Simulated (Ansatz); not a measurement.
Molecular dynamics of WH$_{2}$Cl$_{3}$F$_{3}$ (part 4 of 4)

WH$_{2}$Cl$_{3}$F$_{3}$; RKS BHLYP-D4/def2-SVP (Ansatz 0.2.0). It belongs to a series of runs on one base structure; here: dynamics from the highest image of the converged band.

Geometry of the input (Å):
```
W  0.1183  -0.0467  -0.2829
H  0.4492  -0.0098  1.7053
F  1.9264  -0.2878  -0.2029
Cl 0.4258  2.1373  -0.5673
F  -1.5573  0.2770  0.3664
F  -0.0897  -1.8343  0.2185
Cl -0.3236  -0.6234  -2.4161
Cl 0.9362  2.7188  1.9770
H  0.5960  0.7934  1.8062
```

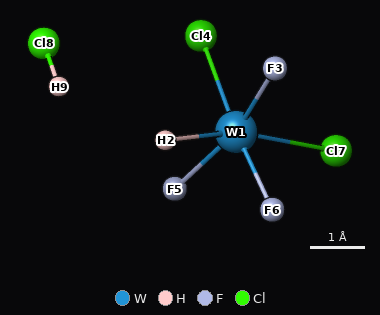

*The geometry at step 155 of the log (ball-and-stick view, seen at a tilt; atoms are numbered from 1 in the order of the input).*

## Trajectory as extended XYZ, continued
```
9
Properties=species:S:1:pos:R:3:forces:R:3 step=110 time_fs=55.0 energy=-47555.32641 temperature=982.6
W     0.1359   -0.0320   -0.2710    0.4237  -0.5602   1.5386
H     0.4499   -0.1136    1.6006   -0.3050   0.3952  -2.1866
F     1.9453   -0.3270   -0.2863   -0.1598   0.2623  -0.1440
Cl    0.4453    2.1383   -0.8458   -0.0717  -0.5067   0.0995
F    -1.5510    0.3063    0.3429   -0.0350   0.2792  -0.1407
F    -0.0833   -1.8102    0.2291   -0.0830  -0.0344  -0.4642
Cl   -0.4123   -0.7134   -2.4509    0.1277  -0.0972   0.7601
Cl    0.8936    2.7038    2.2662    1.4951   8.7612  -0.6413
H     0.7125    1.6106    2.4048   -1.3920  -8.4995   1.1786
9
Properties=species:S:1:pos:R:3:forces:R:3 step=114 time_fs=57.0 energy=-47555.76126 temperature=1448.3
W     0.1365   -0.0326   -0.2708    0.4595  -0.6134   1.6867
H     0.4858   -0.0960    1.6800   -0.4447   0.2638  -2.5187
F     1.9453   -0.3205   -0.2950   -0.1751   0.2244  -0.1297
Cl    0.4456    2.1380   -0.8640   -0.0967  -0.6395   0.1680
F    -1.5507    0.3116    0.3347    0.0061   0.2541  -0.0907
F    -0.0870   -1.8175    0.2264   -0.0278   0.2617  -0.4651
Cl   -0.4166   -0.7200   -2.4521    0.1870  -0.0161   0.9125
Cl    0.8957    2.7157    2.2900    0.0015  -0.2186   0.4771
H     0.7018    1.4479    2.4945    0.0902   0.4837  -0.0400
9
Properties=species:S:1:pos:R:3:forces:R:3 step=118 time_fs=59.0 energy=-47555.34387 temperature=996.3
W     0.1371   -0.0334   -0.2702    0.4201  -0.5168   1.3835
H     0.5050   -0.0681    1.6646   -0.4881   0.1741  -2.3127
F     1.9451   -0.3135   -0.3040   -0.1402   0.1779  -0.1010
Cl    0.4458    2.1371   -0.8820   -0.1156  -0.7353   0.2326
F    -1.5504    0.3175    0.3263    0.0174   0.2335  -0.0212
F    -0.0908   -1.8243    0.2229    0.0217   0.4740  -0.4250
Cl   -0.4206   -0.7266   -2.4523    0.2176   0.0120   0.9753
Cl    0.8979    2.7281    2.3144   -0.4624  -3.4203   1.0529
H     0.6902    1.2789    2.5851    0.5296   3.6009  -0.7845
9
Properties=species:S:1:pos:R:3:forces:R:3 step=122 time_fs=61.0 energy=-47555.36052 temperature=1015.2
W     0.1379   -0.0343   -0.2693    0.3113  -0.3858   0.7338
H     0.5057   -0.0337    1.5614   -0.4535   0.0449  -1.7617
F     1.9445   -0.3062   -0.3132   -0.0254   0.1243  -0.0897
Cl    0.4459    2.1354   -0.8998   -0.1201  -0.7500   0.2927
F    -1.5501    0.3238    0.3178   -0.0353   0.2325   0.0566
F    -0.0946   -1.8301    0.2184    0.0656   0.6090  -0.3445
Cl   -0.4244   -0.7331   -2.4515    0.1998  -0.0365   0.8723
Cl    0.8997    2.7370    2.3398   -0.5043  -3.9267   1.1682
H     0.6980    1.2411    2.6474    0.5618   4.0882  -0.9279
9
Properties=species:S:1:pos:R:3:forces:R:3 step=127 time_fs=63.5 energy=-47556.10800 temperature=1831.8
W     0.1389   -0.0356   -0.2681   -0.2461  -0.1626  -2.0442
H     0.4843    0.0112    1.3493   -0.0008  -0.0961   0.8199
F     1.9439   -0.2967   -0.3250    0.1833   0.0566  -0.0466
Cl    0.4459    2.1321   -0.9216   -0.1108  -0.6945   0.3697
F    -1.5498    0.3323    0.3074   -0.1284   0.2484   0.1945
F    -0.0991   -1.8356    0.2120    0.1298   0.7180  -0.1442
Cl   -0.4288   -0.7415   -2.4492    0.1213  -0.1920   0.5466
Cl    0.9012    2.7423    2.3733   -0.2731  -2.3885   0.7884
H     0.7369    1.4075    2.6776    0.3247   2.5108  -0.4841
9
Properties=species:S:1:pos:R:3:forces:R:3 step=131 time_fs=65.5 energy=-47555.56302 temperature=1231.1
W     0.1396   -0.0366   -0.2676   -1.0800  -0.0911  -5.8077
H     0.4668    0.0437    1.2113    0.7462  -0.0558   4.4538
F     1.9437   -0.2890   -0.3345    0.3071   0.0140   0.0344
Cl    0.4457    2.1286   -0.9385   -0.1039  -0.6554   0.4299
F    -1.5499    0.3397    0.2996   -0.1505   0.2531   0.3087
F    -0.1024   -1.8384    0.2064    0.1886   0.7950   0.0477
Cl   -0.4322   -0.7483   -2.4466    0.0556  -0.3129   0.2795
Cl    0.9021    2.7440    2.4010    0.6613   5.9100  -1.3452
H     0.7806    1.6337    2.6843   -0.6244  -5.8571   1.5987
9
Properties=species:S:1:pos:R:3:forces:R:3 step=135 time_fs=67.5 energy=-47555.60564 temperature=1278.1
W     0.1401   -0.0376   -0.2682   -1.0063  -0.1070  -5.1748
H     0.4749    0.0740    1.2293    0.6133  -0.0493   3.7950
F     1.9441   -0.2812   -0.3440    0.3219  -0.0283   0.0495
Cl    0.4454    2.1244   -0.9550   -0.1112  -0.6641   0.4591
F    -1.5502    0.3476    0.2923   -0.1253   0.2273   0.3010
F    -0.1054   -1.8396    0.2010    0.2216   0.8524   0.1040
Cl   -0.4355   -0.7555   -2.4438    0.0555  -0.2772   0.2549
Cl    0.9036    2.7516    2.4274    0.5884   6.3134  -1.7183
H     0.8035    1.6568    2.7486   -0.5578  -6.2671   1.9295
9
Properties=species:S:1:pos:R:3:forces:R:3 step=139 time_fs=69.5 energy=-47556.15487 temperature=1883.3
W     0.1405   -0.0387   -0.2698   -0.2744   0.0263  -1.4645
H     0.5044    0.1017    1.3830   -0.1539  -0.2661   0.0968
F     1.9452   -0.2735   -0.3533    0.2409  -0.0643   0.0208
Cl    0.4449    2.1194   -0.9710   -0.1292  -0.7047   0.4614
F    -1.5508    0.3560    0.2856   -0.0550   0.1785   0.2000
F    -0.1079   -1.8390    0.1957    0.2269   0.8598   0.0512
Cl   -0.4388   -0.7630   -2.4406    0.1114  -0.1311   0.4435
Cl    0.9057    2.7653    2.4521   -0.1547  -2.2150   0.8833
H     0.8067    1.4665    2.8771    0.1880   2.3165  -0.6925
9
Properties=species:S:1:pos:R:3:forces:R:3 step=143 time_fs=71.5 energy=-47555.43230 temperature=1094.4
W     0.1407   -0.0398   -0.2718    0.0642   0.1651   0.4691
H     0.5295    0.1193    1.5468   -0.5166  -0.4279  -1.8568
F     1.9467   -0.2659   -0.3626    0.1398  -0.0813   0.0338
Cl    0.4444    2.1137   -0.9865   -0.1415  -0.7199   0.4650
F    -1.5515    0.3647    0.2793    0.0429   0.1371   0.1214
F    -0.1099   -1.8368    0.1905    0.2230   0.7959   0.0205
Cl   -0.4420   -0.7706   -2.4370    0.1561  -0.0249   0.6042
Cl    0.9077    2.7772    2.4776   -0.2357  -3.9468   1.5939
H     0.8150    1.3427    2.9854    0.2678   4.1026  -1.4511
9
Properties=species:S:1:pos:R:3:forces:R:3 step=147 time_fs=73.5 energy=-47555.26929 temperature=915.0
W     0.1410   -0.0408   -0.2737    0.1233   0.2827   1.0250
H     0.5358    0.1210    1.6435   -0.5815  -0.4618  -2.4454
F     1.9486   -0.2585   -0.3719    0.0692  -0.0916   0.0700
Cl    0.4437    2.1073   -1.0014   -0.1424  -0.6819   0.4701
F    -1.5521    0.3737    0.2733    0.1217   0.1110   0.0789
F    -0.1115   -1.8329    0.1854    0.2131   0.6566   0.0384
Cl   -0.4449   -0.7783   -2.4327    0.1679   0.0154   0.6538
Cl    0.9095    2.7850    2.5048   -0.1841  -3.8070   1.6358
H     0.8332    1.3712    3.0399    0.2129   3.9766  -1.5266
9
Properties=species:S:1:pos:R:3:forces:R:3 step=151 time_fs=75.5 energy=-47555.83782 temperature=1534.9
W     0.1413   -0.0418   -0.2754    0.1039   0.4108   1.0801
H     0.5200    0.1053    1.6480   -0.5359  -0.4041  -2.5061
F     1.9506   -0.2513   -0.3810    0.0378  -0.1028   0.1064
Cl    0.4428    2.1001   -1.0159   -0.1324  -0.5889   0.4697
F    -1.5525    0.3830    0.2674    0.1581   0.0986   0.0567
F    -0.1127   -1.8277    0.1804    0.1955   0.4466   0.0913
Cl   -0.4477   -0.7860   -2.4277    0.1471   0.0025   0.5953
Cl    0.9110    2.7887    2.5337   -0.0471  -1.5309   0.7621
H     0.8593    1.5465    3.0383    0.0730   1.6683  -0.6554
9
Properties=species:S:1:pos:R:3:forces:R:3 step=155 time_fs=77.5 energy=-47555.61119 temperature=1290.1
W     0.1416   -0.0427   -0.2769    0.0142   0.5930   0.5727
H     0.4840    0.0744    1.5583   -0.3743  -0.2749  -1.9458
F     1.9527   -0.2443   -0.3898    0.0371  -0.1130   0.1562
Cl    0.4418    2.0922   -1.0299   -0.1133  -0.4520   0.4641
F    -1.5526    0.3924    0.2617    0.1599   0.0987   0.0604
F    -0.1134   -1.8216    0.1755    0.1686   0.1594   0.1754
Cl   -0.4504   -0.7936   -2.4220    0.0940  -0.0668   0.4479
Cl    0.9126    2.7915    2.5632    0.1824   7.2489  -3.1675
H     0.8877    1.7622    3.0221   -0.1687  -7.1933   3.2365
9
Properties=species:S:1:pos:R:3:forces:R:3 step=159 time_fs=79.5 energy=-47556.11203 temperature=1829.7
W     0.1420   -0.0434   -0.2783   -0.2583   0.8999  -1.3375
H     0.4344    0.0328    1.3981    0.0067  -0.1648  -0.0195
F     1.9548   -0.2375   -0.3984    0.0586  -0.1212   0.2437
Cl    0.4406    2.0839   -1.0433   -0.0877  -0.2857   0.4518
F    -1.5523    0.4021    0.2561    0.1415   0.1093   0.1065
F    -0.1139   -1.8152    0.1711    0.1322  -0.2178   0.2969
Cl   -0.4529   -0.8014   -2.4159    0.0044  -0.2065   0.2242
Cl    0.9142    2.8009    2.5897    0.0077   4.1016  -2.0421
H     0.9116    1.7464    3.1121   -0.0050  -4.1148   2.0762
9
Properties=species:S:1:pos:R:3:forces:R:3 step=163 time_fs=81.5 energy=-47555.85421 temperature=1555.7
W     0.1422   -0.0440   -0.2800   -0.7227   1.3765  -5.0192
H     0.3858   -0.0154    1.2432    0.5929  -0.1777   3.6014
F     1.9571   -0.2310   -0.4064    0.0726  -0.1274   0.3636
Cl    0.4394    2.0752   -1.0563   -0.0594  -0.1010   0.4300
F    -1.5518    0.4119    0.2507    0.1316   0.1227   0.1832
F    -0.1140   -1.8092    0.1672    0.0888  -0.6499   0.4306
Cl   -0.4555   -0.8093   -2.4095   -0.0981  -0.3791   0.0049
Cl    0.9159    2.8146    2.6141    0.0275  -2.7775   1.4099
H     0.9341    1.5758    3.2778   -0.0332   2.7134  -1.4043
9
Properties=species:S:1:pos:R:3:forces:R:3 step=167 time_fs=83.5 energy=-47555.25059 temperature=895.6
W     0.1424   -0.0443   -0.2827   -0.7344   1.7021  -5.7721
H     0.3584   -0.0707    1.2175    0.6976  -0.2203   4.3851
F     1.9595   -0.2247   -0.4138    0.0260  -0.1341   0.4248
Cl    0.4381    2.0664   -1.0688   -0.0360   0.0723   0.3913
F    -1.5510    0.4220    0.2457    0.1539   0.1190   0.1897
F    -0.1140   -1.8046    0.1642    0.0290  -1.0282   0.4202
Cl   -0.4581   -0.8177   -2.4032   -0.1260  -0.4255  -0.0220
Cl    0.9177    2.8259    2.6398    0.0939  -3.9867   2.1535
H     0.9554    1.4922    3.3980   -0.1041   3.9014  -2.1706
9
Properties=species:S:1:pos:R:3:forces:R:3 step=171 time_fs=85.5 energy=-47555.75113 temperature=1442.9
W     0.1423   -0.0442   -0.2865   -0.2698   1.3367  -2.0003
H     0.3559   -0.1329    1.3449    0.2768   0.1368   0.8477
F     1.9619   -0.2187   -0.4202   -0.0810  -0.1375   0.3977
Cl    0.4368    2.0578   -1.0809   -0.0210   0.2010   0.3428
F    -1.5498    0.4324    0.2410    0.2088   0.0942   0.1019
F    -0.1139   -1.8020    0.1620   -0.0371  -1.2428   0.2250
Cl   -0.4609   -0.8265   -2.3968   -0.0654  -0.3106   0.1182
Cl    0.9195    2.8329    2.6677    0.1335  -3.6432   2.0797
H     0.9728    1.5542    3.4372   -0.1448   3.5653  -2.1127
9
Properties=species:S:1:pos:R:3:forces:R:3 step=176 time_fs=88.0 energy=-47556.08228 temperature=1797.7
W     0.1422   -0.0437   -0.2919    0.0140   0.6460   0.9922
H     0.3673   -0.2016    1.5439   -0.0136   0.5869  -1.8939
F     1.9647   -0.2116   -0.4272   -0.2149  -0.1372   0.3640
Cl    0.4351    2.0472   -1.0954   -0.0051   0.3285   0.2856
F    -1.5478    0.4456    0.2355    0.2963   0.0539   0.0268
F    -0.1139   -1.8023    0.1598   -0.0722  -1.2509   0.0232
Cl   -0.4644   -0.8380   -2.3886    0.0067  -0.1671   0.2484
Cl    0.9220    2.8367    2.7055   -0.0921   1.2206  -0.8987
H     0.9875    1.8031    3.3847    0.0808  -1.2807   0.8524
9
Properties=species:S:1:pos:R:3:forces:R:3 step=180 time_fs=90.0 energy=-47555.17219 temperature=816.7
W     0.1421   -0.0432   -0.2960    0.0696   0.2779   1.6779
H     0.3768   -0.2330    1.6320   -0.0828   0.7160  -2.4566
F     1.9665   -0.2062   -0.4319   -0.2815  -0.1413   0.3588
Cl    0.4337    2.0392   -1.1067    0.0118   0.4378   0.2409
F    -1.5455    0.4563    0.2311    0.3369   0.0244   0.0203
F    -0.1141   -1.8054    0.1582   -0.0667  -1.1384  -0.0404
Cl   -0.4673   -0.8474   -2.3818    0.0249  -0.1220   0.2546
Cl    0.9238    2.8411    2.7346   -0.7110   7.7691  -5.7233
H     1.0039    1.9489    3.3815    0.6988  -7.8236   5.6678
9
Properties=species:S:1:pos:R:3:forces:R:3 step=184 time_fs=92.0 energy=-47555.88835 temperature=1586.2
W     0.1421   -0.0426   -0.2997    0.0982   0.0698   1.8055
H     0.3834   -0.2373    1.6275   -0.1081   0.7153  -2.4631
F     1.9677   -0.2011   -0.4359   -0.3037  -0.1534   0.3587
Cl    0.4323    2.0316   -1.1178    0.0312   0.5497   0.1936
F    -1.5425    0.4670    0.2268    0.3347  -0.0022   0.0412
F    -0.1144   -1.8108    0.1565   -0.0487  -0.9854  -0.0525
Cl   -0.4701   -0.8569   -2.3747    0.0101  -0.1365   0.1832
Cl    0.9251    2.8523    2.7587   -0.0171   0.0079  -0.1081
H     1.0413    1.8568    3.5499    0.0034  -0.0653   0.0416
9
Properties=species:S:1:pos:R:3:forces:R:3 step=188 time_fs=94.0 energy=-47555.62395 temperature=1305.0
W     0.1420   -0.0420   -0.3031    0.0939   0.0065   1.3610
H     0.3859   -0.2146    1.5302   -0.0867   0.5886  -1.9154
F     1.9683   -0.1963   -0.4392   -0.2820  -0.1693   0.3616
Cl    0.4310    2.0247   -1.1286    0.0549   0.6691   0.1500
F    -1.5389    0.4778    0.2226    0.2908  -0.0204   0.0901
F    -0.1148   -1.8181    0.1547   -0.0178  -0.7939  -0.0080
Cl   -0.4729   -0.8666   -2.3674   -0.0374  -0.2126   0.0362
Cl    0.9262    2.8641    2.7823    0.4072  -3.1274   2.5253
H     1.0805    1.7404    3.7350   -0.4229   3.0594  -2.6008
9
Properties=species:S:1:pos:R:3:forces:R:3 step=192 time_fs=96.0 energy=-47555.57611 temperature=1250.9
W     0.1420   -0.0414   -0.3063   -0.0825   0.1739  -0.5453
H     0.3855   -0.1701    1.3636    0.0928   0.2274   0.0011
F     1.9684   -0.1919   -0.4417   -0.2212  -0.1865   0.3807
Cl    0.4298    2.0184   -1.1393    0.0821   0.7878   0.1145
F    -1.5346    0.4885    0.2186    0.2245  -0.0323   0.1849
F    -0.1152   -1.8271    0.1529    0.0386  -0.5324   0.1303
Cl   -0.4758   -0.8765   -2.3601   -0.1167  -0.3561  -0.1856
Cl    0.9278    2.8727    2.8085    0.4994  -3.4101   2.8934
H     1.1043    1.7335    3.8265   -0.5169   3.3282  -2.9741
9
Properties=species:S:1:pos:R:3:forces:R:3 step=196 time_fs=98.0 energy=-47555.77382 temperature=1467.8
W     0.1419   -0.0407   -0.3095   -0.5890   0.4644  -4.2954
H     0.3897   -0.1176    1.2033    0.5601  -0.3024   3.6726
F     1.9680   -0.1878   -0.4435   -0.1441  -0.2006   0.4107
Cl    0.4286    2.0130   -1.1498    0.1063   0.8728   0.0882
F    -1.5299    0.4991    0.2149    0.1674  -0.0449   0.3139
F    -0.1155   -1.8372    0.1514    0.1231  -0.1697   0.3334
Cl   -0.4787   -0.8868   -2.3530   -0.2054  -0.5295  -0.4404
Cl    0.9299    2.8777    2.8378    0.3998  -2.4910   2.1773
H     1.1089    1.8512    3.8069   -0.4183   2.4009  -2.2604
9
Properties=species:S:1:pos:R:3:forces:R:3 step=200 time_fs=100.0 energy=-47555.80342 temperature=1491.7
W     0.1417   -0.0400   -0.3137   -0.7650   0.2071  -4.9872
H     0.4143   -0.0752    1.1746    0.6725  -0.4195   4.4395
F     1.9673   -0.1841   -0.4444   -0.1018  -0.2062   0.3729
Cl    0.4275    2.0086   -1.1602    0.1190   0.8897   0.0648
F    -1.5249    0.5096    0.2119    0.1307  -0.0637   0.3674
F    -0.1156   -1.8476    0.1506    0.1961   0.2555   0.4046
Cl   -0.4819   -0.8977   -2.3464   -0.2337  -0.5808  -0.5806
Cl    0.9324    2.8803    2.8690   -0.5158   2.3954  -2.5955
H     1.0997    2.0492    3.7123    0.4979  -2.4776   2.5140
```

## Results in brief

| quantity | value |
| --- | --- |
| outcome | finished |
| mean temperature over the second half | 1362 K |
| trajectory | 200 steps, 100 fs |
| ensemble | nve |
| temperature in the input | 100.0 K |
| time step | 0.5 fs |
| potential energy (last step) | −47555.8037 eV |
| mean-field energy (last step) | −47555.3959 eV |
| largest force (length of the vector) (last step) | 5.050 eV/Å |
| wall time | 10 min (CPU time 38 min) |
| peak memory | 0.43 GiB |

## Notes

So short a trajectory is not equilibrated.
